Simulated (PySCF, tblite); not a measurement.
# C3H3F3O: protonation, part 2 of 2

tblite 0.8.0 and PySCF 2.14.0. Atoms count from 0. The steps go on from the part before.

## 9. Geometry optimisation at PBE0-D3(BJ)/def2-SVP

This step treats C₃H₄F₃O+, `CC(=[OH+])C(F)(F)F`.

What the job is given:

```
{"job": {"xc": "PBE0", "basis": "def2-SVP", "d3": "d3bj", "grid": 1, "kind": "geom"}, "charge": 1, "multiplicity": 1}
C      1.257097     0.157102    -0.463415
C      0.268778     0.051863     0.572706
O      0.540821     0.210704     1.784396
C     -1.202012    -0.277785     0.156165
F     -1.246157    -1.466114    -0.424261
F     -1.958808    -0.290338     1.249771
F     -1.652116     0.637880    -0.684970
H      2.250263     0.370783    -0.068028
H      1.267443    -0.754892    -1.080867
H      0.960156     0.923958    -1.197062
H     -0.175125     0.132030     2.463186
```

The log of the run:

```text
step   0  E = -490.30738193  max force = 0.021438
step   1  E = -490.30976626  max force = 0.012010
step   2  E = -490.31002806  max force = 0.005508
step   3  E = -490.31015729  max force = 0.001724
step   4  E = -490.31016265  max force = 0.001430
step   5  E = -490.31019756  max force = 0.000592
step   6  E = -490.31021026  max force = 0.000349
optimisation converged
```

Wall time 54 s (1 thread of Arm Neoverse N1, shared host); peak memory 1 GiB.

The steps of the relaxation:

```
step  energy from step 0 (eV)  largest force component (eV/Å)
   0                   0.0000                          1.1024
   1                  -0.0649                          0.6176
   2                  -0.0720                          0.2832
   3                  -0.0755                          0.0887
   4                  -0.0757                          0.0735
   5                  -0.0766                          0.0304
   6                  -0.0770                          0.0179
```

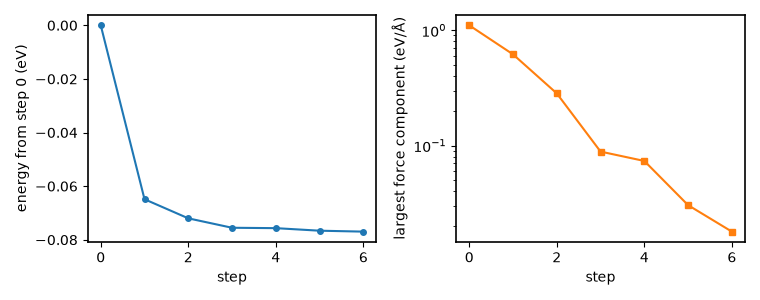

Energy and force, step by step.

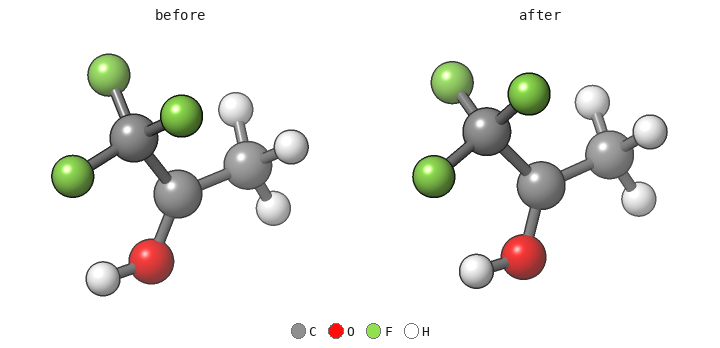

The geometry before (left) and after (right).

Distances of close pairs at the start and the end, largest changes first:

| bond | before (Å) | after (Å) | change (Å) |
| --- | --- | --- | --- |
| C1–C3 | 1.564 | 1.550 | -0.013 |
| C3–F6 | 1.322 | 1.309 | -0.013 |
| C3–F4 | 1.323 | 1.312 | -0.011 |
| C0–C1 | 1.436 | 1.446 | +0.010 |
| C0–H9 | 1.102 | 1.109 | +0.007 |
| C0–H7 | 1.090 | 1.097 | +0.006 |
| C0–H8 | 1.101 | 1.106 | +0.005 |
| C3–F5 | 1.330 | 1.326 | -0.004 |

The next job starts from the end point, and lists it.

```
                         at the end point                value
  point group (found at 0.08 Å tolerance)                   C1
rotational constants (GHz, main isotopes)  3.619, 2.467, 2.000
```

## 10. Harmonic vibrations (C₃H₄F₃O+): PBE0-D3(BJ)/def2-SVP

What the job is given:

```
{"job": {"xc": "PBE0", "basis": "def2-SVP", "d3": "d3bj", "grid": 2, "kind": "hessian"}, "charge": 1, "multiplicity": 1}
C      1.248251     0.165146    -0.526876
C      0.254237     0.114440     0.522331
O      0.528928     0.477705     1.690854
C     -1.182566    -0.397965     0.245574
F     -1.105369    -1.677270    -0.036569
F     -1.902387    -0.213642     1.343478
F     -1.693423     0.275121    -0.754770
H      2.235130     0.463604    -0.153526
H      1.276459    -0.812785    -1.043096
H      0.883170     0.876150    -1.296226
H     -0.235608     0.419114     2.312078
```

The log of the run:

```text
coarse grid: 10088 points
cycle   1  E = -490.0323701679  dE =  1.610e+00  |g| = 1.056e+00  |ddm| = 3.471e+00
cycle   2  E = -489.7130247913  dE =  3.193e-01  |g| = 1.751e+00  |ddm| = 2.011e+00
cycle   3  E = -490.2358245765  dE = -5.228e-01  |g| = 1.604e-01  |ddm| = 1.252e+00
cycle   4  E = -490.2395678661  dE = -3.743e-03  |g| = 8.990e-02  |ddm| = 1.760e-01
cycle   5  E = -490.2410428590  dE = -1.475e-03  |g| = 1.184e-02  |ddm| = 6.512e-02
cycle   6  E = -490.2410652518  dE = -2.239e-05  |g| = 3.240e-03  |ddm| = 1.252e-02
cycle   7  E = -490.2410674058  dE = -2.154e-06  |g| = 6.217e-04  |ddm| = 3.049e-03
final grid: 101136 points
cycle   8  E = -490.3101590145  dE = -2.230e-05  |g| = 8.820e-03  |ddm| = 2.091e-02
cycle   9  E = -490.3101342179  dE =  2.480e-05  |g| = 1.445e-02  |ddm| = 1.613e-02
cycle  10  E = -490.3101743198  dE = -4.010e-05  |g| = 1.341e-03  |ddm| = 1.010e-02
cycle  11  E = -490.3101746804  dE = -3.606e-07  |g| = 1.412e-04  |ddm| = 1.033e-03
cycle  12  E = -490.3101746824  dE = -2.003e-09  |g| = 8.703e-05  |ddm| = 1.496e-04
cycle  13  E = -490.3101746837  dE = -1.317e-09  |g| = 1.339e-05  |ddm| = 7.062e-05
cycle  14  E = -490.3101746837  dE = -3.672e-11  |g| = 3.940e-06  |ddm| = 1.617e-05
converged SCF energy = -490.3101746837

mode    cm-1
  1      49.0
  2     114.1
  3     219.6
  4     233.8
  5     370.1
  6     422.9
  7     495.3
  8     580.7
  9     609.6
 10     625.2
 11     816.1
 12     871.4
 13     975.3
 14    1011.2
 15    1109.8
 16    1247.0
 17    1299.8
 18    1319.6
 19    1332.6
 20    1376.5
 21    1409.2
 22    1487.0
 23    1711.4
 24    3023.2
 25    3097.4
 26    3217.2
 27    3571.2
ZPE 194.968  H(298)-E 215.948  G(298)-E 112.896 kJ/mol  S 345.64 J/(mol K)
```

It took 5.4 min on 1 thread of Arm Neoverse N1, shared host; peak memory 2.2 GiB.

Zero-point energy 194.97 kJ/mol (xTB gave 178.59).

## 11. Single point (C3H4F3O+): wB97X-D3(BJ)/def2-TZVP

Geometry: PBE0-D3(BJ)/def2-SVP.

The job, as its differences from that of step 10:

```diff
@@ -1,2 +1,2 @@
-{"job": {"xc": "PBE0", "basis": "def2-SVP", "d3": "d3bj", "grid": 2, "kind": "hessian"}, "charge": 1, "multiplicity": 1}
+{"job": {"kind": "sp", "xc": "wB97X", "basis": "def2-TZVP", "d3": "d3bj", "grid": 2}, "charge": 1, "multiplicity": 1}
 C      1.248251     0.165146    -0.526876
```

The log of the run:

```text
coarse grid: 10088 points
cycle   1  E = -491.1920972522  dE =  1.903e+00  |g| = 1.183e+00  |ddm| = 2.624e+00
cycle   2  E = -491.1553597222  dE =  3.674e-02  |g| = 1.416e+00  |ddm| = 1.422e+00
cycle   3  E = -491.4569377208  dE = -3.016e-01  |g| = 1.012e-01  |ddm| = 6.290e-01
cycle   4  E = -491.4583862877  dE = -1.449e-03  |g| = 4.906e-02  |ddm| = 8.421e-02
cycle   5  E = -491.4587644965  dE = -3.782e-04  |g| = 1.538e-02  |ddm| = 4.017e-02
cycle   6  E = -491.4588047946  dE = -4.030e-05  |g| = 3.360e-03  |ddm| = 1.169e-02
cycle   7  E = -491.4588076717  dE = -2.877e-06  |g| = 7.177e-04  |ddm| = 4.769e-03
final grid: 101136 points
cycle   8  E = -491.4616951416  dE = -8.315e-05  |g| = 7.955e-03  |ddm| = 3.709e-02
cycle   9  E = -491.4616954052  dE = -2.636e-07  |g| = 7.677e-03  |ddm| = 6.675e-03
cycle  10  E = -491.4617030750  dE = -7.670e-06  |g| = 5.770e-04  |ddm| = 3.112e-03
cycle  11  E = -491.4617031275  dE = -5.250e-08  |g| = 2.290e-04  |ddm| = 4.083e-04
cycle  12  E = -491.4617031367  dE = -9.249e-09  |g| = 7.961e-05  |ddm| = 1.568e-04
converged SCF energy = -491.4617031367
```

Run time: 21 s. Hardware: 1 thread of Arm Neoverse N1, shared host; peak memory 1 GiB.

## 12. Single point (C₃H₃F₃O): wB97X-D3(BJ)/def2-TZVP in methanol

Geometry: PBE0-D3(BJ)/def2-SVP.

What the job is given:

```
{"job": {"kind": "sp", "xc": "wB97X", "basis": "def2-TZVP", "d3": "d3bj", "grid": 2, "solvent": "methanol"}, "charge": 0, "multiplicity": 1}
C      1.229118     0.155762    -0.445881
C      0.186566     0.170990     0.628028
O      0.373022     0.447113     1.779392
C     -1.236876    -0.212884     0.161371
F     -1.226577    -1.448855    -0.348826
F     -2.106979    -0.169983     1.149269
F     -1.639108     0.622587    -0.801805
H      2.196949     0.447815    -0.022099
H      1.294177    -0.850491    -0.887971
H      0.942818     0.843602    -1.256259
```

The log of the run:

```text
final grid: 95760 points
cycle   1  E = -491.1771181102  dE = -7.248e-04  |g| = 3.272e-02  |ddm| = 1.314e-01
cycle   2  E = -491.1770818090  dE =  3.630e-05  |g| = 3.956e-02  |ddm| = 4.119e-02
cycle   3  E = -491.1773412212  dE = -2.594e-04  |g| = 3.388e-03  |ddm| = 2.054e-02
cycle   4  E = -491.1773471562  dE = -5.935e-06  |g| = 1.132e-03  |ddm| = 9.023e-03
cycle   5  E = -491.1773475230  dE = -3.668e-07  |g| = 4.966e-04  |ddm| = 1.870e-03
cycle   6  E = -491.1773475737  dE = -5.065e-08  |g| = 1.141e-04  |ddm| = 6.948e-04
cycle   7  E = -491.1773475795  dE = -5.863e-09  |g| = 3.692e-05  |ddm| = 3.857e-04
converged SCF energy = -491.1773475795
```

Run time: 17 s. Hardware: 1 thread of Arm Neoverse N1, shared host; peak memory 1.2 GiB.

## 13. Single point (C₃H₄F₃O+): wB97X-D3(BJ)/def2-TZVP in methanol

Geometry: PBE0-D3(BJ)/def2-SVP.

What the job is given:

```
{"job": {"kind": "sp", "xc": "wB97X", "basis": "def2-TZVP", "d3": "d3bj", "grid": 2, "solvent": "methanol"}, "charge": 1, "multiplicity": 1}
C      1.248251     0.165146    -0.526876
C      0.254237     0.114440     0.522331
O      0.528928     0.477705     1.690854
C     -1.182566    -0.397965     0.245574
F     -1.105369    -1.677270    -0.036569
F     -1.902387    -0.213642     1.343478
F     -1.693423     0.275121    -0.754770
H      2.235130     0.463604    -0.153526
H      1.276459    -0.812785    -1.043096
H      0.883170     0.876150    -1.296226
H     -0.235608     0.419114     2.312078
```

The log of the run:

```text
final grid: 101136 points
cycle   1  E = -491.5631518893  dE = -1.192e-03  |g| = 2.634e-02  |ddm| = 2.103e-01
cycle   2  E = -491.5632220047  dE = -7.012e-05  |g| = 2.356e-02  |ddm| = 4.125e-02
cycle   3  E = -491.5633027418  dE = -8.074e-05  |g| = 3.571e-03  |ddm| = 1.167e-02
cycle   4  E = -491.5633057629  dE = -3.021e-06  |g| = 1.226e-03  |ddm| = 5.044e-03
cycle   5  E = -491.5633062267  dE = -4.638e-07  |g| = 5.587e-04  |ddm| = 2.344e-03
cycle   6  E = -491.5633062858  dE = -5.909e-08  |g| = 1.473e-04  |ddm| = 4.562e-04
cycle   7  E = -491.5633062908  dE = -4.952e-09  |g| = 3.168e-05  |ddm| = 1.623e-04
converged SCF energy = -491.5633062908
```

Run time: 20 s. Hardware: 1 thread of Arm Neoverse N1, shared host; peak memory 1.2 GiB.

## 14. Protonation: wB97X-D3(BJ)/def2-TZVP

This step combines the energies above: geometries from PBE0-D3(BJ)/def2-SVP, zero-point and thermal terms from PBE0-D3(BJ)/def2-SVP.

What the job is given:

```
{"job": {"kind": "pa", "geom": {"xc": "PBE0", "basis": "def2-SVP", "d3": "d3bj", "grid": 1}, "hess": 1, "level": {"xc": "wB97X", "basis": "def2-TZVP", "d3": "d3bj", "solvents": ["methanol"]}}, "charge": 0, "multiplicity": 1}
C      1.229118     0.155762    -0.445881
C      0.186566     0.170990     0.628028
O      0.373022     0.447113     1.779392
C     -1.236876    -0.212884     0.161371
F     -1.226577    -1.448855    -0.348826
F     -2.106979    -0.169983     1.149269
F     -1.639108     0.622587    -0.801805
H      2.196949     0.447815    -0.022099
H      1.294177    -0.850491    -0.887971
H      0.942818     0.843602    -1.256259
```

Output (the driver's rows laid out field by field):

```text
protonation site by site, wB97X-D3(BJ)/def2-TZVP // PBE0-D3(BJ)/def2-SVP

row 1
  formula                 C3H4F3O
  charge                  1
  multiplicity            1
  smiles                  CC(=[OH+])C(F)(F)F
  kept                    yes
  pieces                  1
  point_group             C1
  atom                    2
  element                 O
  electronic              764.86
  enthalpy                738.6
  free_energy             706.43
  solution                methanol 954.9
  share_gas               1.0
  share_solution          methanol 1.0
```

Wall time 14 min (1 thread of Arm Neoverse N1, shared host); peak memory 1.2 GiB.

Energy given off on adding a proton (kJ/mol, gas phase, 298 K for the thermal columns):

```csv
site,product,electronic,enthalpy,free energy
O2,CC(=[OH+])C(F)(F)F,764.9,738.6,706.4
```

Free energies in a continuum (kJ/mol, same sign; the bare proton is left unsolvated, so these are no solution acidities or basicities): methanol: O2 954.9.

## 15. Single point (C3H3F3O): HSE06/ma-def2-SVP

Geometry: PBE0-D3(BJ)/def2-SVP.

The job, as its differences from that of step 14:

```diff
@@ -1,2 +1,2 @@
-{"job": {"kind": "pa", "geom": {"xc": "PBE0", "basis": "def2-SVP", "d3": "d3bj", "grid": 1}, "hess": 1, "level": {"xc": "wB97X", "basis": "def2-TZVP", "d3": "d3bj", "solvents": ["methanol"]}}, "charge": 0, "multiplicity": 1}
+{"job": {"kind": "sp", "xc": "HSE06", "basis": "ma-def2-SVP", "grid": 2}, "charge": 0, "multiplicity": 1}
 C      1.229118     0.155762    -0.445881
```

The log of the run:

```text
coarse grid: 9464 points
cycle   1  E = -489.7849292984  dE =  1.158e+00  |g| = 1.069e+00  |ddm| = 3.725e+00
cycle   2  E = -489.0174747200  dE =  7.675e-01  |g| = 2.277e+00  |ddm| = 4.325e+00
cycle   3  E = -489.9860823176  dE = -9.686e-01  |g| = 2.814e-01  |ddm| = 3.527e+00
cycle   4  E = -489.9992414443  dE = -1.316e-02  |g| = 1.249e-01  |ddm| = 4.115e-01
cycle   5  E = -490.0020006248  dE = -2.759e-03  |g| = 1.692e-02  |ddm| = 1.419e-01
cycle   6  E = -490.0020661898  dE = -6.556e-05  |g| = 5.650e-03  |ddm| = 2.090e-02
cycle   7  E = -490.0020727674  dE = -6.578e-06  |g| = 1.222e-03  |ddm| = 7.001e-03
final grid: 95760 points
cycle   8  E = -490.0733453992  dE = -2.291e-05  |g| = 1.267e-02  |ddm| = 5.116e-02
cycle   9  E = -490.0733176864  dE =  2.771e-05  |g| = 1.800e-02  |ddm| = 2.088e-02
cycle  10  E = -490.0733703714  dE = -5.269e-05  |g| = 2.164e-03  |ddm| = 1.341e-02
cycle  11  E = -490.0733712098  dE = -8.384e-07  |g| = 4.549e-04  |ddm| = 2.807e-03
cycle  12  E = -490.0733712403  dE = -3.045e-08  |g| = 8.605e-05  |ddm| = 6.056e-04
cycle  13  E = -490.0733712417  dE = -1.407e-09  |g| = 2.982e-05  |ddm| = 1.113e-04
converged SCF energy = -490.0733712417
```

Run time: 18 s. Hardware: 1 thread of Arm Neoverse N1, shared host; peak memory 1.1 GiB.

## 16. Single point (C3H4F3O+): HSE06/ma-def2-SVP

Geometry: PBE0-D3(BJ)/def2-SVP.

What the job is given:

```
{"job": {"kind": "sp", "xc": "HSE06", "basis": "ma-def2-SVP", "grid": 2}, "charge": 1, "multiplicity": 1}
C      1.248251     0.165146    -0.526876
C      0.254237     0.114440     0.522331
O      0.528928     0.477705     1.690854
C     -1.182566    -0.397965     0.245574
F     -1.105369    -1.677270    -0.036569
F     -1.902387    -0.213642     1.343478
F     -1.693423     0.275121    -0.754770
H      2.235130     0.463604    -0.153526
H      1.276459    -0.812785    -1.043096
H      0.883170     0.876150    -1.296226
H     -0.235608     0.419114     2.312078
```

The log of the run:

```text
coarse grid: 10088 points
cycle   1  E = -490.1093098402  dE =  1.594e+00  |g| = 9.733e-01  |ddm| = 3.861e+00
cycle   2  E = -489.7837556375  dE =  3.256e-01  |g| = 1.697e+00  |ddm| = 2.817e+00
cycle   3  E = -490.2818796599  dE = -4.981e-01  |g| = 1.823e-01  |ddm| = 1.733e+00
cycle   4  E = -490.2872267521  dE = -5.347e-03  |g| = 9.136e-02  |ddm| = 2.549e-01
cycle   5  E = -490.2887314946  dE = -1.505e-03  |g| = 1.687e-02  |ddm| = 9.033e-02
cycle   6  E = -490.2887853060  dE = -5.381e-05  |g| = 3.815e-03  |ddm| = 2.034e-02
cycle   7  E = -490.2887883224  dE = -3.016e-06  |g| = 8.232e-04  |ddm| = 4.702e-03
final grid: 101136 points
cycle   8  E = -490.3592617652  dE = -2.715e-05  |g| = 1.286e-02  |ddm| = 4.965e-02
cycle   9  E = -490.3592365610  dE =  2.520e-05  |g| = 1.784e-02  |ddm| = 2.237e-02
cycle  10  E = -490.3592881390  dE = -5.158e-05  |g| = 1.005e-03  |ddm| = 1.388e-02
cycle  11  E = -490.3592883526  dE = -2.137e-07  |g| = 1.483e-04  |ddm| = 1.261e-03
cycle  12  E = -490.3592883567  dE = -4.023e-09  |g| = 7.621e-05  |ddm| = 2.378e-04
converged SCF energy = -490.3592883567
```

Wall time 18 s (1 thread of Arm Neoverse N1, shared host); peak memory 0.73 GiB.

## 17. Single point (C₃H₃F₃O): HSE06/ma-def2-SVP in water

Geometry: PBE0-D3(BJ)/def2-SVP.

What the job is given:

```
{"job": {"kind": "sp", "xc": "HSE06", "basis": "ma-def2-SVP", "grid": 2, "solvent": "water"}, "charge": 0, "multiplicity": 1}
C      1.229118     0.155762    -0.445881
C      0.186566     0.170990     0.628028
O      0.373022     0.447113     1.779392
C     -1.236876    -0.212884     0.161371
F     -1.226577    -1.448855    -0.348826
F     -2.106979    -0.169983     1.149269
F     -1.639108     0.622587    -0.801805
H      2.196949     0.447815    -0.022099
H      1.294177    -0.850491    -0.887971
H      0.942818     0.843602    -1.256259
```

The log of the run:

```text
final grid: 95760 points
cycle   1  E = -490.0806635296  dE = -4.682e-04  |g| = 5.644e-02  |ddm| = 3.798e-01
cycle   2  E = -490.0784894145  dE =  2.174e-03  |g| = 1.208e-01  |ddm| = 1.716e-01
cycle   3  E = -490.0812950097  dE = -2.806e-03  |g| = 3.076e-03  |ddm| = 1.131e-01
cycle   4  E = -490.0812967699  dE = -1.760e-06  |g| = 1.873e-03  |ddm| = 4.418e-03
cycle   5  E = -490.0812967767  dE = -6.739e-09  |g| = 2.944e-04  |ddm| = 1.781e-03
cycle   6  E = -490.0812967913  dE = -1.465e-08  |g| = 1.158e-04  |ddm| = 4.771e-04
cycle   7  E = -490.0812967939  dE = -2.556e-09  |g| = 2.506e-05  |ddm| = 1.177e-04
converged SCF energy = -490.0812967939
```

Run time: 9.6 s. Hardware: 1 thread of Arm Neoverse N1, shared host; peak memory 0.79 GiB.

## 18. Single point (C3H4F3O+): HSE06/ma-def2-SVP in water

Geometry: PBE0-D3(BJ)/def2-SVP.

What the job is given:

```
{"job": {"kind": "sp", "xc": "HSE06", "basis": "ma-def2-SVP", "grid": 2, "solvent": "water"}, "charge": 1, "multiplicity": 1}
C      1.248251     0.165146    -0.526876
C      0.254237     0.114440     0.522331
O      0.528928     0.477705     1.690854
C     -1.182566    -0.397965     0.245574
F     -1.105369    -1.677270    -0.036569
F     -1.902387    -0.213642     1.343478
F     -1.693423     0.275121    -0.754770
H      2.235130     0.463604    -0.153526
H      1.276459    -0.812785    -1.043096
H      0.883170     0.876150    -1.296226
H     -0.235608     0.419114     2.312078
```

The log of the run:

```text
final grid: 101136 points
cycle   1  E = -490.4638343346  dE = -1.212e-03  |g| = 3.576e-02  |ddm| = 3.895e-01
cycle   2  E = -490.4636518915  dE =  1.824e-04  |g| = 4.887e-02  |ddm| = 9.036e-02
cycle   3  E = -490.4640766515  dE = -4.248e-04  |g| = 4.549e-03  |ddm| = 4.517e-02
cycle   4  E = -490.4640796039  dE = -2.952e-06  |g| = 2.058e-03  |ddm| = 5.398e-03
cycle   5  E = -490.4640803136  dE = -7.097e-07  |g| = 5.270e-04  |ddm| = 2.196e-03
cycle   6  E = -490.4640803628  dE = -4.914e-08  |g| = 1.691e-04  |ddm| = 5.965e-04
cycle   7  E = -490.4640803690  dE = -6.230e-09  |g| = 3.750e-05  |ddm| = 1.913e-04
converged SCF energy = -490.4640803690
```

It took 11 s on 1 thread of Arm Neoverse N1, shared host; peak memory 0.84 GiB.

## 19. Protonation: HSE06/ma-def2-SVP

This step combines the energies above: geometries from PBE0-D3(BJ)/def2-SVP, zero-point and thermal terms from PBE0-D3(BJ)/def2-SVP.

What the job is given:

```
{"job": {"kind": "pa", "geom": {"xc": "PBE0", "basis": "def2-SVP", "d3": "d3bj", "grid": 1}, "hess": 1, "level": {"xc": "HSE06", "basis": "ma-def2-SVP", "solvents": ["water"]}}, "charge": 0, "multiplicity": 1}
C      1.229118     0.155762    -0.445881
C      0.186566     0.170990     0.628028
O      0.373022     0.447113     1.779392
C     -1.236876    -0.212884     0.161371
F     -1.226577    -1.448855    -0.348826
F     -2.106979    -0.169983     1.149269
F     -1.639108     0.622587    -0.801805
H      2.196949     0.447815    -0.022099
H      1.294177    -0.850491    -0.887971
H      0.942818     0.843602    -1.256259
```

Output (the driver's rows laid out field by field):

```text
protonation site by site, HSE06/ma-def2-SVP // PBE0-D3(BJ)/def2-SVP

row 1
  formula                 C3H4F3O
  charge                  1
  multiplicity            1
  smiles                  CC(=[OH+])C(F)(F)F
  kept                    yes
  pieces                  1
  point_group             C1
  atom                    2
  element                 O
  electronic              750.68
  enthalpy                724.41
  free_energy             692.25
  solution                water 946.57
  share_gas               1.0
  share_solution          water 1.0
```

Wall time 57 s (1 thread of Arm Neoverse N1, shared host); peak memory 0.84 GiB.

Energy given off on adding a proton (kJ/mol, gas phase, 298 K for the thermal columns):

```csv
site,product,electronic,enthalpy,free energy
O2,CC(=[OH+])C(F)(F)F,750.7,724.4,692.2
```

Free energies in a continuum (kJ/mol, same sign; the bare proton is left unsolvated, so these are no solution acidities or basicities): water: O2 946.6.

## 20. Outcome

This closing draws on all 2 parts.

| quantity | value |
| --- | --- |
| strongest single infrared mode (GFN2-xTB) | 1823 cm⁻¹, 311 km/mol |
| zero-point energy (GFN2-xTB) | 36.7 kcal/mol |
| point group | Cs |
| rotational constants (main isotopes) | 3.68, 2.48, 2.03 GHz |
| proton affinity (−ΔH), O2 (wB97X-D3(BJ)/def2-TZVP) | 738.6 kJ/mol |
| proton affinity (−ΔH), O2 (HSE06/ma-def2-SVP) | 724.4 kJ/mol |

**Reading.** No mode is imaginary among the 24: a minimum at this level. The strongest single mode, at 1823 cm⁻¹, moves mainly C1 and O2. GFN2-xTB is a fitted tight-binding method: band positions and strengths are rough. Its intensities can rank the bands wrongly. Relaxing lowered the energy by 0.035 eV in 10 steps; the close pair that moved most is C1–C3, from 1.564 to 1.546 Å (PBE0/def2-SVP). The proton affinity (−ΔH) at O2 is 738.6 kJ/mol at wB97X-D3(BJ)/def2-TZVP; zero-point and thermal terms move it by -26.3 kJ/mol from the electronic value.
